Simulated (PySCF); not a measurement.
B(F)(Br)(NH2), H2BBrFN, SMILES NB(F)Br, singlet, CAM-B3LYP/def2-SVP optimised geometry. Atoms within 1.6 Å of the plane z = 0.8 Å (x, y, z in Å): B1 (-0.47, -0.26, 0.00), F2 (-1.15, -1.40, 0.00), Br3 (-1.47, 1.40, 0.00), N4 (0.92, -0.26, 0.00), H5 (1.47, 0.59, 0.00), H6 (1.45, -1.12, 0.00).

Method: CAM-B3LYP/def2-TZVP run with PySCF.

Map of the deformation density (molecule minus spherical neutral atoms) (e/bohr³) on the plane z = 0.8 Å:

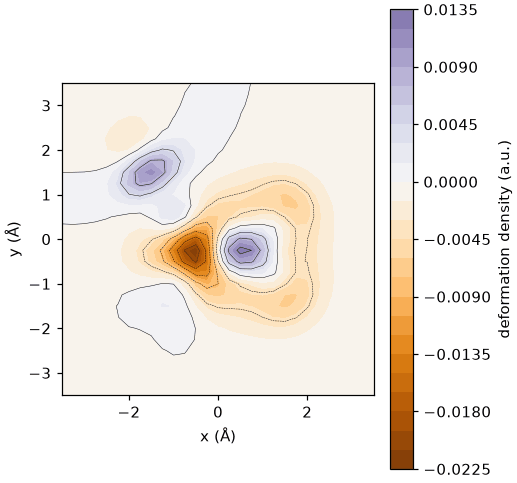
Figure: Deformation density (molecule minus spherical neutral atoms) (e/bohr³) on the plane z = 0.8 Å.
